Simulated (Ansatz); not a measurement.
# Lattice dynamics of LaMg (Pm-3m), part 2 of 2

Aim: the vibrations of LaMg (Pm-3m), their spectra, and whether the structure is stable.

Ansatz 0.2.0; DFT PBEsol, scalar-relativistic, plane waves, PAW; PAW set soft_1.

So far. Step 3 (Relaxing to small forces for the phonons): The forces vanish by symmetry and the pressure is 0.009 GPa, within the tolerances set. The cell now holds 29.85 Å³/atom. The relaxed cell has a = 3.908 Å (conventional setting).

## Step 4: Zone-centre response

The zone centre comes first: it holds the modes that light can see, as far as symmetry allows. No field response is asked, since the mesh shows no gap.

File input.yaml:

```yaml
crystal:
  lattice:
    - [3.9083353299, 0.0, 0.0]
    - [0.0, 3.9083353299, 0.0]
    - [0.0, 0.0, 3.9083353299]
  atoms:
    - { symbol: La, position: [0.5, 0.5, 0.5] }
    - { symbol: Mg, position: [0.0, 0.0, 0.0] }
kpoints:
  mp_grid: { grid: [12, 12, 12] }
hamiltonian:
  xc: pbesol
  pseudopotentials: { kind: paw, azcp: { folder: soft_1 }, xc_functional: pbe }
scf:
  occupations: { method: methfessel_paxton, width: 0.2 }
output:
  eigenvalues: true
phonons:
  method: dfpt
```

The run is started by

```sh
$ ansatz run input.yaml --threads 4 --pin off --max-ram 10240MiB --backend cpu --events-out ev --progress --plain --runs-dir out
```

Numbers of over 12 decimals in the logs are rounded to 6 here.

What it wrote:

```text
[...]
Crystal: 2 atoms, lattice volume = 59.700 Å³
Basis set: ecut = 420 eV, 1189 PW (Γ), exchange–correlation on 54×54×54 points (8 copies of the dense FFT grid, shifted against one another)
Bands: 15, of which v1, the nominal top of the filled ones, is band 11 counted from 1 (10 counted from 0)
Symmetry: 48 space group operations
k-points: 196 of 1728 (irreducible under 8 space group operations, time reversal used)
[...]
SCF iter   1: F=—  HF=-8073.883584 eV  |F-HF|=—  |Δ(HF+E_count)|=         —  Δρ=2.04e-2  dr2=3.55e-1  ethr=3.10e-3  ⟨swp⟩=3.7  Hψ=12231  notcnv=0
[...]
SCF iter  10: F=-8073.711491 eV  HF=-8073.711491 eV  |F-HF|=1.82e-12  |Δ(HF+E_count)|=  2.73e-12  S|Δr|=    0.00e0  Δρ=3.47e-8  dr2=5.08e-13  ethr=1.00e-12  ⟨swp⟩=6.8  Hψ=14439  notcnv=0
SCF 1 converged in 10 iterations: F = -8073.711491 eV  dr2 = 5.08e-13
[...]
DFPT response loops at Γ: preconditioner auto → Kerker (q_TF=auto, 2.292 Å⁻¹) (partly filled bands, converged f_vac=0.000); β = 1.00, the filter's whole step (`scf.mixing.beta` (0.50) is not read by the response loops under this deck's `scf.mixing.preconditioner`; to damp them name `kerker` or `kerker_dos`, under which they read `scf.mixing.beta`, and type it under 1.00, their step now; both keys bind the ground state too); Broyden in place of MSR1
SCF converged after 10 iterations
[...]
Free energy (F): -8073.711491 eV
[...]
Internal energy: -8073.713289 eV  (E = F + TS)
E sigma→0 (E₀):  -8073.711940 eV
Entropy (-TS):   0.001798 eV (0.899 meV/atom)
Fermi energy:    8.720024 eV
[...]
--- Band table (eV; the first three rows and the last of 196) ---
  k-point 0: bands = [... 7 lower, -7.4851, 3.8984, 8.1249, 8.1249, 10.4196, 10.4196, 10.4196, 10.4914]
  k-point 1: bands = [... 7 lower, -7.4815, 3.9995, 8.1646, 8.1856, 10.3792, 10.4151, 10.4151, 10.4781]
  k-point 2: bands = [... 7 lower, -7.4716, 4.2879, 8.2793, 8.3047, 10.2752, 10.3960, 10.3960, 10.4372]
  k-point 195: bands = [... 7 lower, -7.8864, 7.1484, 7.1484, 7.1484, 9.0701, 10.5004, 10.5004, 10.5004]
--- Phonons (Γ-DFPT): 2 representative perturbations + reference, on 196 of 1728 k-points (Σ response iterations 6) ---
  k mesh reduced under 8 symmetry operations, with k and −k counted as one. Each operation leaves every solved perturbation unchanged. A smaller set is not used because it would not reduce the number of displacements times k-points to solve
  ASR residual: 2.425e-5 → 0.000e0 eV/Å²; symmetrization residual: 2.275e-6 eV/Å²
  ASR residual per site (eV/Å²): 2.00e-5 2.43e-5
  Γ frequencies (cm⁻¹): 0.00 0.00 0.00 204.17 204.17 204.17
  non-analytic LO–TO correction: not included (Born effective charges unavailable; polar crystals: no LO–TO splitting at Γ)
```

Elapsed: 15 s, on 4 threads of Intel Xeon Platinum 8488C (Sapphire Rapids), shared host; peak memory 0.92 GiB.

Reading the cycles: dr2 is the Hartree energy of the density residual (eV), the measure of convergence; HF is the Harris–Foulkes estimate of the energy, which meets the free energy F at convergence.

This step gave:

```yaml
sum_rule_residual_before_enforcement: 2.43e-5 eV/Å²
point_group: m-3m
highest_optical_mode_at_the_zone_centre_no_lo_to_term: 204.2 cm⁻¹
lowest_optical_zone_centre_mode: 204.2 cm⁻¹
```

Patterns of degenerate modes are one choice out of their space. Modes at Γ, with each element's share of the kinetic energy:

| mode | frequency (cm⁻¹) | symmetry | La % | Mg % |
| --- | --- | --- | --- | --- |
| 1 | 0.0 | acoustic | 85 | 15 |
| 2 | 0.0 | acoustic | 85 | 15 |
| 3 | 0.0 | acoustic | 85 | 15 |
| 4 | 204.2 | T1u | 15 | 85 |
| 5 | 204.2 | T1u | 15 | 85 |
| 6 | 204.2 | T1u | 15 | 85 |

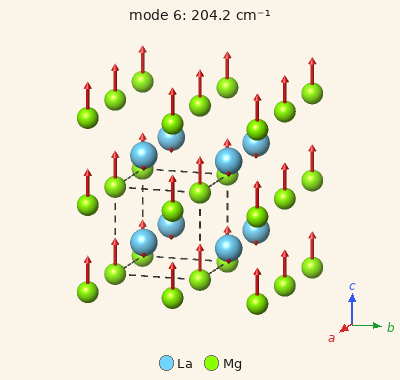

Displacement patterns of mode 6 at Γ; arrows are exaggerated. 2×2×2 cells are drawn. Some periodic images of atoms are drawn too.

Before it was imposed, the acoustic sum rule was missed by 2.4e-5 eV/Å². Small misses are needed for a sound result but don't prove that mesh and cutoff are converged. The lowest optical mode is real, 204 cm⁻¹.

## Step 5: The dispersion

Stability and thermal properties need the whole zone. Linear response on a 4×4×4 q mesh gives force constants as far as a supercell of that size would.

input.yaml: that of step 4 with these lines changed.

```diff
@@ -19 +19,8 @@
   method: dfpt
+  qmesh: [4, 4, 4]
+  temperatures: { t_max: 1000, t_step: 50 }
+  qpath:
+    path:
+      - [[0.0, 0.0, 0.0], [0.0, 0.5, 0.0], [0.5, 0.5, 0.0], [0.0, 0.0, 0.0], [0.5, 0.5, 0.5], [0.0, 0.5, 0.0]]
+      - [[0.5, 0.5, 0.5], [0.5, 0.5, 0.0]]
+    npoints: 10
```

What it wrote:

```text
[...]
Crystal: 2 atoms, lattice volume = 59.700 Å³
Basis set: ecut = 420 eV, 1189 PW (Γ), exchange–correlation on 54×54×54 points (8 copies of the dense FFT grid, shifted against one another)
Bands: 15, of which v1, the nominal top of the filled ones, is band 11 counted from 1 (10 counted from 0)
Symmetry: 48 space group operations
k-points: 84 of 1728
[...]
SCF iter   1: F=—  HF=-8073.883562 eV  |F-HF|=—  |Δ(HF+E_count)|=         —  Δρ=2.04e-2  dr2=3.55e-1  ethr=3.10e-3  ⟨swp⟩=3.6  Hψ=5210  notcnv=0
[...]
SCF iter  10: F=-8073.711491 eV  HF=-8073.711491 eV  |F-HF|=3.64e-12  |Δ(HF+E_count)|=  4.55e-12  S|Δr|=    0.00e0  Δρ=3.28e-8  dr2=5.33e-13  ethr=1.00e-12  ⟨swp⟩=6.8  Hψ=6207  notcnv=0
SCF 1 converged in 10 iterations: F = -8073.711491 eV  dr2 = 5.33e-13
[...]
phonons: the bands overlap, so this run is a metal and interpolates without the dipole-dipole term. If the crystal is really an insulator or semiconductor, its LO-TO splitting is missing
NSCF: frozen V_eff on 84 k-points
WARN: eigensolver did not converge in 2 slots of this pass, the one above among them; of largest residual over every band (k=50): 1 band(s) unlocked (lowest unlocked band 14, counted from 0; max residual 1.22e-4 eV among the unlocked bands, 1.22e-4 eV over every band); of lowest unlocked band (k=35): band 14
[...]
DFPT response loops at q = (0, 0, 0) (fractional): preconditioner auto → Kerker (q_TF=auto, 2.292 Å⁻¹) (partly filled bands, converged f_vac=0.000); β = 1.00, the filter's whole step (`scf.mixing.beta` (0.50) is not read by the response loops under this deck's `scf.mixing.preconditioner`; to damp them name `kerker` or `kerker_dos`, under which they read `scf.mixing.beta`, and type it under 1.00, their step now; both keys bind the ground state too); Broyden in place of MSR1
[...]
SCF converged after 10 iterations
[...]
Free energy (F): -8073.711491 eV
[...]
Internal energy: -8073.713289 eV  (E = F + TS)
E sigma→0 (E₀):  -8073.711940 eV
Entropy (-TS):   0.001798 eV (0.899 meV/atom)
Fermi energy:    8.720024 eV
[...]
--- Band table (eV; the first three rows and the last of 84) ---
  k-point 0: bands = [... 7 lower, -7.4851, 3.8984, 8.1249, 8.1249, 10.4196, 10.4196, 10.4196, 10.4914]
  k-point 1: bands = [... 7 lower, -7.4815, 3.9995, 8.1646, 8.1856, 10.3792, 10.4151, 10.4151, 10.4781]
  k-point 2: bands = [... 7 lower, -7.4716, 4.2879, 8.2793, 8.3047, 10.2752, 10.3960, 10.3960, 10.4372]
  k-point 83: bands = [... 7 lower, -7.8864, 7.1484, 7.1484, 7.1484, 9.0701, 10.5004, 10.5004, 10.5004]
--- Phonons (Γ-DFPT): 2 representative perturbations + reference (Σ response iterations 6) ---
  ASR residual: 2.022e-5 → 0.000e0 eV/Å²; symmetrization residual: 2.250e-6 eV/Å²
  ASR residual per site (eV/Å²): 1.49e-5 2.02e-5
  Γ frequencies (cm⁻¹): 0.00 0.00 0.00 204.17 204.17 204.17
--- Phonons (arbitrary-q DFPT): 10 irreducible q on the 4×4×4 mesh ---
  q = [0.0000, 0.0000, 0.0000] (star 1, of the zone-centre solve; hermiticity 1.42e-6, symmetrization 2.31e-12): -0.00 0.00 0.00 204.17 204.17 204.17
  q = [0.0000, 0.0000, 0.2500] (star 6, 4 solved perturbations in 1848 linear systems a pass and spin channel, the states on 588 of 1728 k-point pairs; hermiticity 1.21e-6, symmetrization 8.89e-13): 58.58 58.58 58.71 191.86 200.84 200.84
[...]
q = [0.0000, 0.2500, -0.5000] (star 12, 6 solved perturbations on 588 of 1728 k-point pairs; hermiticity 1.54e-6, symmetrization 2.84e-13): 60.08 68.29 78.16 176.06 190.23 199.20
[...]
sum rule: each row above includes the acoustic sum rule's correction from the zone centre's row sums; it moved no ω² by more than (0.48 cm⁻¹)²
  mesh force constants: q→R imaginary residual 2.96e-18; ASR residual 2.022e-5 → 0.000e0 eV/Å²; symmetrization residual 2.220e-15 eV/Å²
  interpolated dispersion: 62 rows × 6 modes
  density of states and harmonic sums: on the 16×16×16 q-mesh, interpolated from the force constants of a 4×4×4 supercell (no non-analytic term)
  largest difference from the sums on the solved wave vectors: F 1.28e-2 eV, S 1.68e-5 and C_V 3.98e-6 eV/K
  zero-point energy: 0.048225 eV/cell   skipped modes (ω ≤ 0): 3   left out of the sums: 1.22e-4 of the cell's modes: C_V's classical limit lies that fraction below 3 k_B per atom; for a crystal, a wire or a layer, F and S can be off by more, and a phonons.interpolated_qmesh denser along its periods is the remedy for the sampling
```

Run time: 7.9 min. Hardware: 4 threads; peak memory 2.6 GiB.

Numbers from this step:

```
sum-rule residual before enforcement                       : 2.02e-5 eV/Å²
lowest frequency on the path                               : 0 cm⁻¹
highest frequency on the path or at a solved wavevector    : 204.2 cm⁻¹
mean frequency                                             : 129.7 cm⁻¹
Debye temperature (second moment)                          : 267 K
logarithmic mean frequency                                 : 112.3 cm⁻¹
lowest mode on the q mesh (acoustic modes at Γ apart)      : 31.84 cm⁻¹
zero-point energy per atom                                 : 24.11 meV
heat capacity at 300 K                                     : 23.99 J/(mol atoms K)
vibrational entropy at 300 K                               : 40.87 J/(mol atoms K)
edges of the widest gap between branches, on path and mesh : 112.9, 167.5 cm⁻¹
```

Frequencies (cm⁻¹) solved at each irreducible wavevector; negative means imaginary. Frequencies by wavevector, by row:

| q in reciprocal lattice units | star | mode 1 | mode 2 | mode 3 | mode 4 | mode 5 | mode 6 |
| --- | --- | --- | --- | --- | --- | --- | --- |
| 0 0 0 | 1 | 0 | 0 | 0 | 204.2 | 204.2 | 204.2 |
| 0 0 0.25 | 6 | 58.6 | 58.6 | 58.7 | 191.9 | 200.8 | 200.8 |
| 0 0 -0.5 | 3 | 79.1 | 86 | 86 | 167.5 | 195.2 | 195.2 |
| 0 0.25 0.25 | 12 | 31.8 | 67 | 86 | 183 | 194.5 | 200 |
| 0 0.25 -0.5 | 12 | 60.1 | 68.3 | 78.2 | 176.1 | 190.2 | 199.2 |
| 0 -0.5 -0.5 | 3 | 33.5 | 33.5 | 72.8 | 188 | 188 | 202.4 |
| 0.25 0.25 0.25 | 8 | 69.5 | 69.5 | 73.3 | 186.6 | 192.1 | 192.1 |
| 0.25 0.25 -0.5 | 12 | 57.4 | 75.4 | 94.2 | 180.9 | 189.1 | 195.3 |
| 0.25 -0.5 -0.5 | 6 | 76.1 | 76.1 | 87.8 | 187.1 | 187.1 | 194.1 |
| -0.5 -0.5 -0.5 | 1 | 112.9 | 112.9 | 112.9 | 177.9 | 177.9 | 177.9 |

Interpolated from a 4×4×4 q mesh. The phonon branches at the labelled points (cm⁻¹):

| point | branch 1 | branch 2 | branch 3 | branch 4 | branch 5 | branch 6 |
| --- | --- | --- | --- | --- | --- | --- |
| Γ | 0 | 0 | 0 | 204 | 204 | 204 |
| X | 79 | 86 | 86 | 168 | 195 | 195 |
| M | 34 | 34 | 73 | 188 | 188 | 202 |
| Γ | 0 | 0 | 0 | 204 | 204 | 204 |
| R | 113 | 113 | 113 | 178 | 178 | 178 |
| X | 79 | 86 | 86 | 168 | 195 | 195 |
| jump to R | 113 | 113 | 113 | 178 | 178 | 178 |
| M | 34 | 34 | 73 | 188 | 188 | 202 |

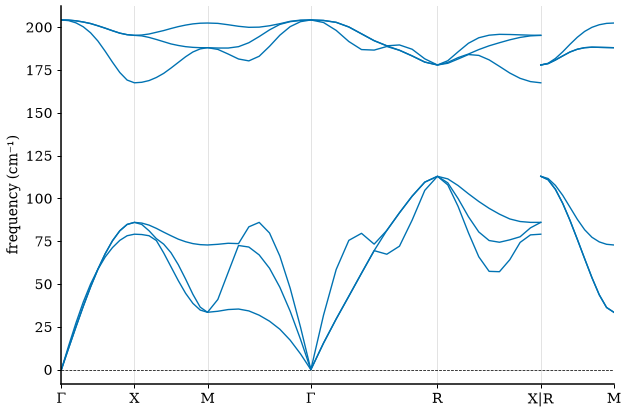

Phonon branches along the path.

The phonon density of states has structure finer than the step of the table below, so its rows give means over 10 cm⁻¹, whole bins alone (the curve runs from 1 to 205 cm⁻¹). Peaks (cm⁻¹: height): 83.0: 0.118, 185.0: 0.120, 189.0: 0.158, 197.0: 0.174.

Tetrahedra on a 16×16×16 mesh, mean over bins of 2 cm-1. Interpolated from a 4×4×4 q mesh. Table of phonon density of states by wavenumber; means over each step:

| wavenumber (cm⁻¹) | phonon density of states (1/cm⁻¹/cell) |
| --- | --- |
| 10 | 3.2e-4 |
| 20 | 0.00205 |
| 30 | 0.00659 |
| 40 | 0.0227 |
| 50 | 0.0344 |
| 60 | 0.0461 |
| 70 | 0.0634 |
| 80 | 0.0839 |
| 90 | 0.0292 |
| 100 | 0.00940 |
| 110 | 0.00209 |
| 120 | 0 |
| 130 | 0 |
| 140 | 0 |
| 150 | 0 |
| 160 | 0 |
| 170 | 0.00960 |
| 180 | 0.0667 |
| 190 | 0.116 |
| 200 | 0.108 |

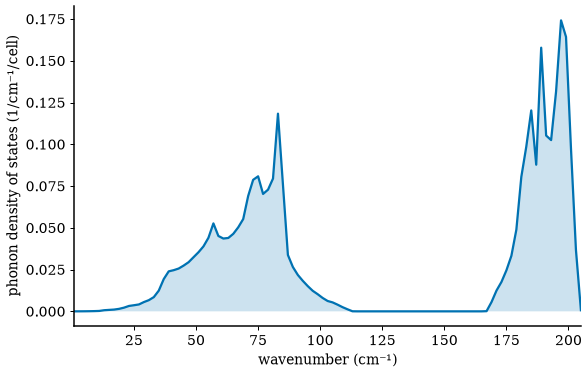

Phonon density of states, plotted against wavenumber.

Phonopy on the run's constants, 15x15x15 mesh, Gaussian sigma 2.0 cm-1. Interpolated from a 4×4×4 q mesh. Table of partial phonon density of states by wavenumber; read off at these points; values in 1/cm⁻¹/cell:

| wavenumber (cm⁻¹) | La | Mg |
| --- | --- | --- |
| -10.0 | 0 | 0 |
| 0.0 | 1.5e-4 | 2.9e-5 |
| 10.0 | 3.6e-4 | 6.2e-5 |
| 20.0 | 0.00207 | 3.5e-4 |
| 30.0 | 0.00454 | 7.9e-4 |
| 40.0 | 0.0203 | 0.00405 |
| 50.0 | 0.0323 | 0.00569 |
| 60.0 | 0.0370 | 0.00508 |
| 70.0 | 0.0530 | 0.00436 |
| 80.0 | 0.0803 | 0.00304 |
| 82.7 | 0.0860 | 0.00207 |
| 90.0 | 0.0260 | 9.7e-4 |
| 100.0 | 0.00952 | 2.7e-4 |
| 110.0 | 0.00251 | 2.3e-5 |
| 120.0 | 0 | 0 |
| 130.0 | 0 | 0 |
| 140.0 | 0 | 0 |
| 150.0 | 0 | 0 |
| 160.0 | 0 | 0 |
| 170.0 | 5.4e-4 | 0.00905 |
| 180.0 | 0.00561 | 0.0607 |
| 188.4 | 0.0143 | 0.111 |
| 190.0 | 0.0126 | 0.108 |
| 197.1 | 0.00819 | 0.143 |
| 200.0 | 0.00683 | 0.115 |
| 210.0 | 1.5e-5 | 6.9e-5 |
| 220.0 | 0 | 0 |

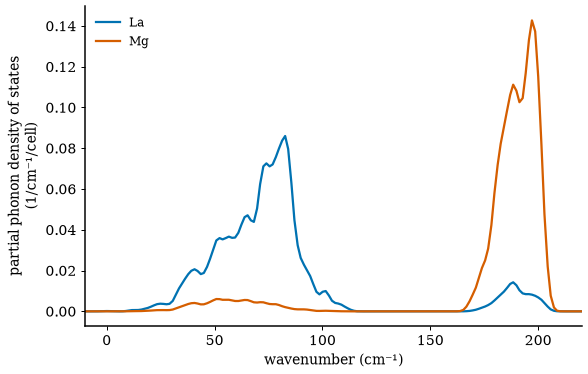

Partial phonon density of states, plotted against wavenumber.

Second derivatives of the energy by pair, one row for each kind of neighbour of each atom listed. Each entry sums the pair over the periodic images of the supercell that the q mesh stands for, and in a polar crystal it holds the long-range dipole part too. Force constants by pair, by row:

| atom | neighbour | distance (Å) | third of the trace (eV/Å²) | along the pair's line (eV/Å²) |
| --- | --- | --- | --- | --- |
| La1 | itself | 0 | 3.902 | – |
| La1 | Mg | 3.385 | -0.38 | -1.129 |
| La1 | La | 3.908 | -0.1948 | -0.3405 |
| La1 | La | 5.527 | 0.0673 | 0.1664 |
| La1 | Mg | 6.481 | -0.0081 | -0.0077 |
| La1 | La | 6.769 | -0.0412 | -0.1092 |
| Mg2 | itself | 0 | 3.018 | – |
| Mg2 | La | 3.385 | -0.38 | -1.129 |
| Mg2 | Mg | 3.908 | 0.0342 | 0.2137 |
| Mg2 | Mg | 5.527 | 0.006 | -0.0034 |
| Mg2 | La | 6.481 | -0.0081 | -0.0077 |
| Mg2 | Mg | 6.769 | -0.0052 | -0.0185 |

Harmonic thermodynamic functions per atom, from the density of states. Interpolated from a 4×4×4 q mesh. Thermodynamic functions, by row:

| T (K) | F_vib (meV/atom) | S (J/mol-atom/K) | C_V (J/mol-atom/K) |
| --- | --- | --- | --- |
| 0 | 24.11 | 0 | 0 |
| 50 | 22.93 | 6.705 | 10.62 |
| 100 | 16.77 | 16.8 | 18.36 |
| 200 | -8.77 | 31.34 | 22.89 |
| 300 | -46.48 | 40.87 | 23.99 |
| 400 | -92.61 | 47.83 | 24.39 |
| 500 | -145.1 | 53.3 | 24.59 |
| 600 | -202.8 | 57.79 | 24.7 |
| 700 | -264.7 | 61.6 | 24.76 |
| 800 | -330.3 | 64.91 | 24.8 |
| 900 | -399.1 | 67.84 | 24.83 |
| 1000 | -470.8 | 70.45 | 24.85 |

Harmonic mean-square displacement, third of the trace. Interpolated from a 4×4×4 q mesh. Mean square displacements, by row:

| T (K) | La1 U_eq (Å²) | Mg2 U_eq (Å²) |
| --- | --- | --- |
| 0 | 0.00179 | 0.0044 |
| 100 | 0.00465 | 0.00707 |
| 300 | 0.01319 | 0.01726 |
| 600 | 0.02623 | 0.0337 |

Symmetry leaves 10 wavevectors to solve. The lowest mode among them, the acoustic zeros apart, lies at q = (0, 0.25, 0.25) and is real, 31.8 cm⁻¹.

## Step 6: Another isotope

An isotope changes the mass and not the force constants, so no new electronic calculation is needed; the shifts show which modes move this element.

The same force constants with the mass of Mg changed from 24.305 to 25.983 u (phonopy, no LO-TO term). Both lists are sorted by frequency; levels can cross, so a row need not hold one and the same mode. Modes under 3 cm⁻¹ are left out. Isotope shifts, by row:

| q | rank | natural mass (cm⁻¹) | changed mass (cm⁻¹) |
| --- | --- | --- | --- |
| 0 0 0 | 4 | 204.2 | 198.5 |
| 0 0 0 | 5 | 204.2 | 198.5 |
| 0 0 0 | 6 | 204.2 | 198.5 |
| 0 0 0.25 | 1 | 58.58 | 58.4 |
| 0 0 0.25 | 2 | 58.58 | 58.4 |
| 0 0 0.25 | 3 | 58.71 | 58.52 |
| 0 0 0.25 | 4 | 191.9 | 186.2 |
| 0 0 0.25 | 5 | 200.8 | 194.9 |
| 0 0 0.25 | 6 | 200.8 | 194.9 |
| 0 0 -0.5 | 1 | 79.09 | 79.09 |
| 0 0 -0.5 | 2 | 86.03 | 86.03 |
| 0 0 -0.5 | 3 | 86.03 | 86.03 |
| 0 0 -0.5 | 4 | 167.5 | 162 |
| 0 0 -0.5 | 5 | 195.2 | 188.8 |
| 0 0 -0.5 | 6 | 195.2 | 188.8 |
| 0 0.25 0.25 | 1 | 31.84 | 31.67 |
| 0 0.25 0.25 | 2 | 66.98 | 66.88 |
| 0 0.25 0.25 | 3 | 86.03 | 86.03 |
| 0 0.25 0.25 | 4 | 183 | 177 |
| 0 0.25 0.25 | 5 | 194.5 | 189.1 |
| 0 0.25 0.25 | 6 | 200 | 193.7 |

A mode of this element alone would shift by -3.28 %. The highest zone-centre frequency without the field goes from 204.2 to 198.5 cm⁻¹ (-2.8 %). The product of the frequency ratios over all optical modes at Γ is 0.919; the product rule, (m/m′)^(3k/2) (M′/M)^(3/2) with k = 1 such atoms and M the mass of the cell, gives 0.919.

## Step 7: What came out

```
space group after relaxation (within 0.01 Å)            : Pm-3m
volume per atom                                         : 29.9 Å³
electronic character                                    : no gap on this mesh
highest optical mode at the zone centre (no LO-TO term) : 204 cm⁻¹
lowest optical zone-centre mode                         : 204 cm⁻¹
lowest mode on the q mesh (acoustic modes at Γ apart)   : 31.8 cm⁻¹
highest frequency on the path or at a solved wavevector : 204 cm⁻¹
zero-point energy per atom                              : 24.1 meV
heat capacity at 300 K                                  : 24.0 J/(mol atoms K)
vibrational entropy at 300 K                            : 40.9 J/(mol atoms K)
Debye temperature (second moment)                       : 267 K
imaginary modes on the 4×4×4 q mesh                     : none
```

In words: The structure is a minimum as far as tested: no mode is imaginary at the 10 irreducible wavevectors of the 4×4×4 mesh, and the softest away from the acoustic zeros lies at 32 cm⁻¹. The optical modes at Γ form one degenerate level at 204 cm⁻¹. The highest mode in this list at Γ, 204.2 cm⁻¹, is mostly motion of Mg (85 % of the kinetic energy). On the path and the mesh, the widest gap between branches runs from 113 to 168 cm⁻¹. With no gap, or one that is small against the smearing, the frequencies hang on the k mesh and the smearing, most of all near Kohn anomalies. The phonon runs are without spin polarisation, although the cell has an odd electron count. Spin-orbit coupling is left out, which can matter for the heavy elements here. The PAW files were made for PBE and serve the other functionals too. A phonon run warned that its eigensolver left some bands unconverged in a pass. These are harmonic frequencies at zero temperature: anharmonic shifts, linewidths and thermal expansion are left out.

[Logs are printed without paths, hosts, clocks, repeated set-up lines and the standing remarks that a program may print on its own settings, such as how far it seeks lower states.]

[Hosts, paths, dates, database ids (printed as entryN), source tags and the programs' standing remarks are cut or masked in the printed files.]
